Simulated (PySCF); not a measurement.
Run report: C3H4B, frequency calculation

The run: frequency calculation of C3H4B, multiplicity 2. Method and program: N12/pcseg-0, UKS, dispersion D3(0) (PySCF 2.14.0).

The geometry was optimised with N12/pcseg-0 symmetrised. Figures and captions count atoms from 1; the log counts them from 0 in places.

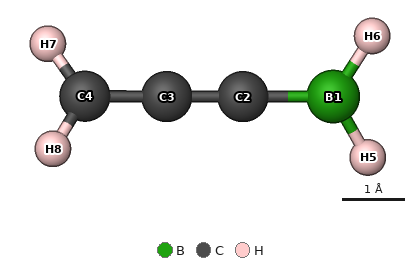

Fig. 1: The structure as given in the input (ball-and-stick view, seen on its broad side; atoms are numbered from 1 in the order of the input). Bond lengths as drawn: B–C 1.48 Å, B–H 1.19 to 1.20 Å, C–C 1.25 to 1.35 Å and C–H 1.08 to 1.09 Å.

**Key numbers**

| quantity | value |
| --- | --- |
| outcome | converged |
| total energy | −141.156988 hartree |
| dispersion energy | −0.002199 hartree |
| basis functions | 44 |
| ⟨S²⟩ | 0.759 |
| zero-point energy | 0.054170 hartree |
| dipole moment | 1.98 D |
| wavenumbers, lowest and highest | 188 and 3229 cm⁻¹ |
| hardware | 1 thread of Arm Neoverse V1, 24 GiB of memory available, shared host |
| wall time | 64 s |
| peak memory | 0.83 GiB |

**Remarks**

The record of the run, not the program, notes: symmetry number missed.

**The input (input.py)**
```python
from pyscf import gto, dft, symm
from pyscf.hessian import thermo

molecule = gto.M(
    atom='''
B     -0.325794     2.089615    -0.106233
C     -0.098504     0.626986    -0.034362
C      0.094945    -0.606508     0.029207
C      0.301854    -1.933693     0.102453
H     -0.175175     2.671242    -1.141326
H     -0.663013     2.699032     0.862836
H     -0.336025    -2.576195     0.698668
H      1.114097    -2.408917    -0.440151
''',
    max_memory=1860,
    verbose=3,
    charge=0,
    spin=1,
    basis='pcseg-0',
)

myscf = dft.UKS(molecule)
myscf.xc = 'n12'
myscf = myscf.density_fit()
myscf.disp = 'd3zero'
myscf.max_cycle = 100
myscf.kernel()
if not myscf.converged:
    myscf = myscf.newton().run(myscf.mo_coeff, myscf.mo_occ)

e_tot = myscf.e_tot
print('Final energy', e_tot)
hess = myscf.Hessian().kernel()
modes = thermo.harmonic_analysis(molecule, hess)
thermo.dump_normal_mode(molecule, modes)
symm.geom.TOLERANCE = 1e-3  # for the symmetry number
th = thermo.thermo(myscf, modes['freq_au'], 200, 101325)
thermo.dump_thermo(molecule, th)
```

Launch command:
```bash
OMP_NUM_THREADS=1 python input.py
```

**Output**
```
WARN: Even tempered Gaussians are generated as DF auxbasis for  C H B

WARN: HOMO -0.231032821421238 >= LUMO -0.231032821421238

converged SCF energy = -141.15698781358  <S^2> = 0.7593617  2S+1 = 2.0093399
Final energy -141.1569878135801

WARN: DFTD3 does not support analytical Hessian, using finite difference

WARN: Mole.unit (angstrom) is changed to Bohr

Mode                                 0                   1                   2
Irrep
Freq [cm^-1]                      187.8354            195.4214            395.0526
Reduced mass [au]                   3.5302              2.5451              1.0115
Force const [Dyne/A]                0.0734              0.0573              0.0930
Char temp [K]                     270.2533            281.1678            568.3927
Normal mode                   x     y     z       x     y     z       x     y     z
       0   B                 0.11  0.02  0.04   -0.04 -0.00  0.09    0.00 -0.01  0.00
       1   C                -0.16 -0.03 -0.07    0.06  0.00 -0.14   -0.00  0.01 -0.01
       2   C                -0.09 -0.02 -0.04    0.05  0.00 -0.10   -0.00  0.00  0.00
       3   C                 0.09  0.02  0.04   -0.04 -0.00  0.09    0.00  0.01  0.00
       4   H                 0.24  0.09  0.10   -0.14  0.22  0.20   -0.44 -0.07 -0.10
       5   H                 0.23 -0.00  0.10   -0.06 -0.23  0.23    0.46  0.07  0.11
       6   H                 0.19 -0.04  0.08   -0.10  0.14  0.17   -0.32 -0.07 -0.42
       7   H                 0.16  0.10  0.07   -0.06 -0.14  0.19    0.31  0.09  0.40
Mode                                 3                   4                   5
Irrep
Freq [cm^-1]                      406.4580            504.6859            760.8258
Reduced mass [au]                   3.2971              4.8859              3.6969
Force const [Dyne/A]                0.3209              0.7332              1.2608
Char temp [K]                     584.8026            726.1307           1094.6589
Normal mode                   x     y     z       x     y     z       x     y     z
       0   B                -0.00 -0.00 -0.01   -0.01 -0.00  0.01   -0.03  0.21 -0.01
       1   C                 0.09  0.01 -0.12    0.13  0.02  0.08   -0.00  0.01  0.00
       2   C                -0.10 -0.01  0.17   -0.17 -0.03 -0.13    0.01 -0.06  0.00
       3   C                 0.01 -0.00 -0.03    0.03  0.01  0.03    0.02 -0.15  0.01
       4   H                -0.09  0.19  0.08   -0.08 -0.10 -0.06   -0.07  0.26  0.01
       5   H                -0.05 -0.20  0.10   -0.10  0.06 -0.06   -0.01  0.26 -0.03
       6   H                 0.13 -0.20 -0.11    0.17 -0.06  0.11    0.01 -0.17 -0.02
       7   H                 0.05  0.21 -0.16    0.15  0.12  0.11    0.04 -0.17  0.03
Mode                                 6                   7                   8
Irrep
Freq [cm^-1]                      833.5790            841.6444            931.6355
Reduced mass [au]                   1.3624              1.5588              1.4062
Force const [Dyne/A]                0.5578              0.6506              0.7191
Char temp [K]                    1199.3346           1210.9389           1340.4160
Normal mode                   x     y     z       x     y     z       x     y     z
       0   B                -0.00  0.00  0.03    0.01 -0.01 -0.13    0.16  0.03  0.01
       1   C                 0.01  0.00 -0.02   -0.01  0.00  0.12   -0.05 -0.01  0.01
       2   C                -0.03 -0.01 -0.03   -0.01 -0.00 -0.03    0.01  0.00 -0.00
       3   C                 0.09  0.02  0.11    0.02  0.01  0.02    0.00 -0.00 -0.00
       4   H                 0.00 -0.12 -0.04   -0.02  0.50  0.16   -0.57 -0.01 -0.11
       5   H                -0.05  0.11 -0.06    0.12 -0.48  0.22   -0.55 -0.18 -0.10
       6   H                -0.35 -0.06 -0.45   -0.08  0.00 -0.09   -0.00  0.01  0.00
       7   H                -0.36 -0.10 -0.46   -0.07 -0.03 -0.09    0.00 -0.01  0.01
Mode                                 9                  10                  11
Irrep
Freq [cm^-1]                     1051.9129           1174.3379           1306.8319
Reduced mass [au]                   1.4436              1.1799              3.4905
Force const [Dyne/A]                0.9411              0.9587              3.5122
Char temp [K]                    1513.4684           1689.6107           1880.2402
Normal mode                   x     y     z       x     y     z       x     y     z
       0   B                 0.00  0.00  0.00    0.01 -0.08  0.00    0.02 -0.13  0.01
       1   C                -0.02 -0.00  0.01    0.01 -0.06  0.00   -0.02  0.15 -0.01
       2   C                 0.09  0.01 -0.06    0.00 -0.03  0.00   -0.02  0.12 -0.01
       3   C                -0.10 -0.01  0.08   -0.01  0.06 -0.00    0.02 -0.12  0.01
       4   H                -0.00  0.00  0.00   -0.16  0.54  0.32   -0.04  0.08  0.12
       5   H                 0.00  0.00 -0.00   -0.00  0.52 -0.37    0.01  0.07 -0.13
       6   H                 0.23 -0.52 -0.13   -0.03  0.09  0.01    0.12 -0.27 -0.03
       7   H                 0.06  0.54 -0.18   -0.00  0.09 -0.02   -0.03 -0.29  0.06
Mode                                12                  13                  14
Irrep
Freq [cm^-1]                     1488.0286           2013.9784           2618.0211
Reduced mass [au]                   1.3011             11.5956              1.0566
Force const [Dyne/A]                1.6974             27.7111              4.2670
Char temp [K]                    2140.9419           2897.6665           3766.7495
Normal mode                   x     y     z       x     y     z       x     y     z
       0   B                 0.00 -0.02  0.00    0.00 -0.03  0.00   -0.01  0.07 -0.02
       1   C                -0.01  0.05 -0.00   -0.03  0.19 -0.01    0.00 -0.00  0.00
       2   C                -0.00  0.03 -0.00    0.03 -0.21  0.01    0.00 -0.00  0.00
       3   C                 0.02 -0.13  0.01   -0.01  0.04 -0.00   -0.00  0.00 -0.00
       4   H                 0.00 -0.00  0.02    0.01 -0.01  0.01   -0.10 -0.37  0.67
       5   H                -0.00 -0.01 -0.01   -0.00 -0.02 -0.01    0.17 -0.29 -0.48
       6   H                -0.36  0.44  0.21    0.01  0.03  0.00   -0.00  0.00 -0.00
       7   H                 0.21  0.51 -0.26   -0.02  0.03 -0.00    0.00  0.00  0.00
Mode                                15                  16                  17
Irrep
Freq [cm^-1]                     2702.5508           3136.2083           3228.9738
Reduced mass [au]                   1.1264              1.0547              1.1149
Force const [Dyne/A]                4.8474              6.1118              6.8490
Char temp [K]                    3888.3688           4512.3054           4645.7744
Normal mode                   x     y     z       x     y     z       x     y     z
       0   B                 0.03 -0.01 -0.10    0.00 -0.00  0.00   -0.00 -0.00  0.00
       1   C                 0.00  0.00 -0.00   -0.00  0.00 -0.00   -0.00  0.00  0.00
       2   C                -0.00  0.00 -0.00   -0.00  0.00 -0.00   -0.00  0.00  0.00
       3   C                 0.00 -0.00 -0.00    0.02 -0.06 -0.00   -0.07 -0.02  0.06
       4   H                -0.07 -0.28  0.47    0.00  0.00 -0.00    0.00 -0.00 -0.00
       5   H                -0.21  0.39  0.61   -0.00 -0.00  0.00    0.00  0.00  0.00
       6   H                 0.00 -0.00  0.00    0.36  0.35 -0.33    0.43  0.45 -0.41
       7   H                 0.00 -0.00 -0.00   -0.57  0.33  0.38    0.43 -0.26 -0.28
temperature 200.0000 [K]
pressure 101325.00 [Pa]
Rotational constants [GHz] 130.50356 3.82280 3.73692
Symmetry number 1
Zero-point energy (ZPE) 0.05417 [Eh]   142223.914 [J/mol]
                           tot       elec      trans        rot        vib
Entropy [J/mol/K]       263.141      5.763    149.452     89.876     18.050
Cv [J/mol/K]             54.352      0.000     12.472     12.472     29.409
Cp [J/mol/K]             62.667      0.000     20.786     12.472     29.409
Internal energy [J/mol]                      2494.338   2494.338 144613.053
Internal energy [Eh]   -141.10001  -141.15699
Enthalpy [J/mol]                             4157.230   2494.338 144613.053
Enthalpy [Eh]          -141.09937
Gibbs free energy [J/mol]                  -25733.219 -15480.835 141003.102
Gibbs free energy [Eh] -141.11942
```

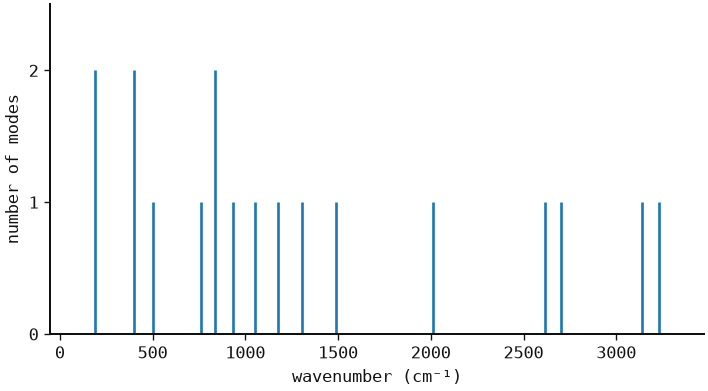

Fig. 2: Harmonic vibrational wavenumbers from the force constants; neighbouring modes closer than 14 cm⁻¹ are counted in one stick. 18 modes from 188 to 3229 cm⁻¹, none imaginary.
